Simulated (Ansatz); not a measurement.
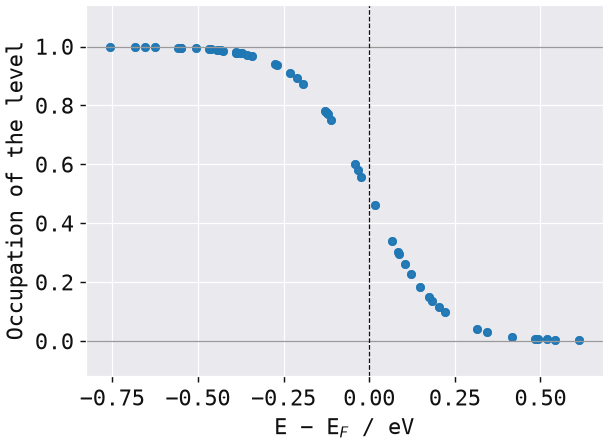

Occupations of the one-electron levels of the k mesh against their energy, from a run on MgAl₂H₂, space group C2/m (No. 12), 5 atoms in the cell, with Ansatz.

Name the smearing function and its width.

Answer. Fermi-Dirac smearing with a width of 0.1 eV. The occupations stay between 0 and 1 and have long exponential tails; the slope at the Fermi level is 1/(4 × width).
